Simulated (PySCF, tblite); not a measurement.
# C₅H₁₂O₃Si₂: geometry, infrared bands and NMR shifts

What infrared bands and NMR shifts should C₅H₁₂O₃Si₂ (`O=CO[C@H]1C[C@@H]([SiH2]O[SiH3])C1`) show?

Programs: tblite 0.8.0 and PySCF 2.14.0, with density-fitted response routines of our own. Each step states its level of theory. These are calculated values for one molecule in the gas phase, unless marked as measured. Atoms are numbered from 0 throughout.

**1. Starting geometry**

22 atoms, charge 0, multiplicity 1; geometry from: force field or distance geometry start.

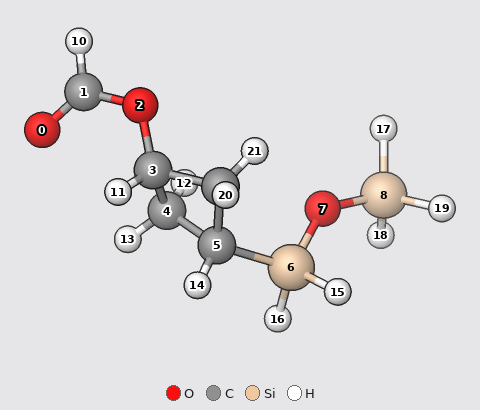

As it starts; oxygen red, carbon grey, silicon light orange, hydrogen white, atoms numbered; sticks join atoms by distance.

**2. Relaxing the molecule with GFN2-xTB**

Job settings and geometry (Å):

```
{"job": {"kind": "relax", "xc": "GFN2-xTB", "basis": "xTB"}, "charge": 0, "multiplicity": 1}
O      4.049200     1.152500    -0.400500
C      3.215400     1.801800    -1.044800
O      2.022800     1.356200    -1.469900
C      1.705300     0.001800    -1.136000
C      1.296800    -0.281200     0.352500
C      0.248400    -1.280400    -0.199900
Si    -1.418700    -1.326600     0.721200
O     -2.084500     0.173200     0.936200
Si    -3.432600     0.843300     1.610700
C      0.275400    -0.477100    -1.511700
H      3.352200     2.843100    -1.347200
H      2.469700    -0.701300    -1.500200
H      0.896100     0.606800     0.867900
H      2.086500    -0.720900     0.965400
H      0.656600    -2.283900    -0.310700
H     -2.376100    -2.172500    -0.021400
H     -1.231200    -1.950000     2.059900
H     -3.395900     2.311200     1.421700
H     -3.476800     0.540300     3.065200
H     -4.646800     0.305200     0.960300
H      0.220900    -1.071200    -2.424200
H     -0.443000     0.348900    -1.595500
```

On the command line:

```console
$ OMP_NUM_THREADS=1 python probes_run.py task.json out
```

One launch serves the whole session: the jobs run in the order shown.

**Question.** This job is followed by: GFN2-xTB harmonic vibrations, gas phase; GIAO PBE0/pcSseg-1 NMR shielding, non-relativistic, gas phase. Predict these results of the whole session: strongest single infrared mode (GFN2-xTB); zero-point energy (GFN2-xTB); ¹³C shifts against TMS (PBE0/pcSseg-1, means over atoms taken as alike); ¹H shifts against TMS (PBE0/pcSseg-1, means over atoms taken as alike); ¹⁷O shifts against H2O (PBE0/pcSseg-1); ²⁹Si shifts against TMS (PBE0/pcSseg-1); surface potential, least and greatest.

The runs gave:

| quantity | value |
| --- | --- |
| strongest single infrared mode (GFN2-xTB) | 2269 cm⁻¹, 809 km/mol |
| zero-point energy (GFN2-xTB) | 98.9 kcal/mol |
| ¹³C shifts against TMS (PBE0/pcSseg-1, means over atoms taken as alike) | 163.6, 64.5, 31.6, 13.2 ppm |
| ¹H shifts against TMS (PBE0/pcSseg-1, means over atoms taken as alike) | 8.04, 6.27, 5.44, 5.02, 2.62, 2.43, 1.29 ppm |
| ¹⁷O shifts against H2O (PBE0/pcSseg-1) | 431.7, 248.9, -3.7 ppm |
| ²⁹Si shifts against TMS (PBE0/pcSseg-1) | -27.8, -41.7 ppm |
| surface potential, least and greatest | -1.57 V and 1.25 V |

In words: Relaxing lowered the energy by 0.448 eV in 134 steps; the close pair that moved most is O0–C1, from 1.238 to 1.196 Å. The lowest mode is imaginary (41i cm⁻¹), so the xTB geometry is not a minimum. The strongest single mode, at 2269 cm⁻¹, has its largest shares on H15, H16, H18 and H19 (the list is cut at 4 atoms). Unscaled tight-binding wavenumbers are off by several per cent, some by more. Its intensities can rank the bands wrongly. The most deshielded carbon is C1 (ester carbonyl carbon), at 163.6 ppm: it is a carbonyl in resonance with an O or N lone pair, the region of acids, esters and amides. At PBE0/pcSseg-1: The widest tensor belongs to O0: span 688 ppm, with a paramagnetic part of -497 ppm.
